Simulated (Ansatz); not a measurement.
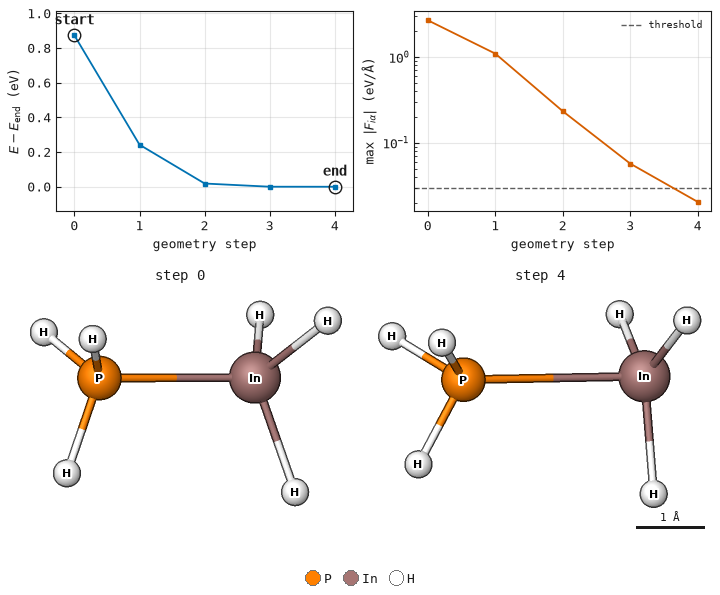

First and last geometry of a relaxation of InPH$_{6}$ (coarse preliminary run), with the history of the run. A ball-and-stick model, seen at a tilt.

The start comes from a force field.

Computed with RKS PBE-D4/def2-SVP (Ansatz).

The input:
```yaml
crystal:
  periodic: [false, false, false]
  atoms:
    - {symbol: P, position_ang: [-0.620900, 0.031300, -1.097800]}
    - {symbol: In, position_ang: [0.599500, -0.085100, 1.016800]}
    - {symbol: H, position_ang: [-1.886200, 0.807900, -0.907400]}
    - {symbol: H, position_ang: [-0.916500, -1.207300, -1.564200]}
    - {symbol: H, position_ang: [0.118300, 0.722800, -2.095300]}
    - {symbol: H, position_ang: [-0.301900, 0.794600, 2.323200]}
    - {symbol: H, position_ang: [2.254900, 0.683000, 0.807700]}
    - {symbol: H, position_ang: [0.845000, -1.804200, 1.461200]}
basis:
  gaussian: {orbitals: def2-SVP}
hamiltonian: {xc: pbe, dispersion: d4}
relax: {f_tol: 0.03, max_steps: 200}
```

Q: What do the curves and the structures tell?

A: It converged. In2 moves most after the best rigid fit: 0.46 Å. By element the largest moves are In 0.46 Å, H 0.22 Å, P 0.06 Å. Some distances before and after: P1–In2 2.444 → 2.844 Å, In2–H7 1.837 → 1.750 Å, P1–H4 1.356 → 1.432 Å, P1–H3 1.497 → 1.431 Å. Among the angles between lasting bonds that change: P1–In2–H6 110.6° → 94.4°, P1–In2–H7 109.4° → 94.6°, H3–P1–H4 109.5° → 96.6°. The energy falls by 0.873 eV in 4 geometry steps. The largest force component goes from 2.7 to 0.02 eV/Å.

```csv
step,"E − E(0), eV","largest force component, eV/Å"
0,0.0000,2.6890
1,-0.6309,1.0970
2,-0.8548,0.2333
3,-0.8733,0.0570
4,-0.8735,0.0204
```
